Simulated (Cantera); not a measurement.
Input: 1 mol PH₃, a varied amount of O₂, held at 2027 °C and 12.0 bar.

These are equilibrium values from Cantera (NASA tables, ideal gas, pure condensed phases), not measurements of a reactor. Candidate condensed phases: H₂O, P, P₄O₁₀; 17 gas species. Gases not in the tables: HPO₂, HPO₃ and P₄O₆. The numbers say what is thermodynamically allowed, not how fast it happens.

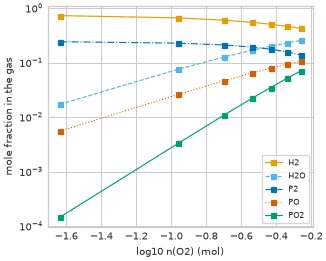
*Equilibrium gas composition (values under 1e-9 drawn at 1e-9)*

From 0.023 mol O₂ to 0.55 mol O₂ nothing is condensed.
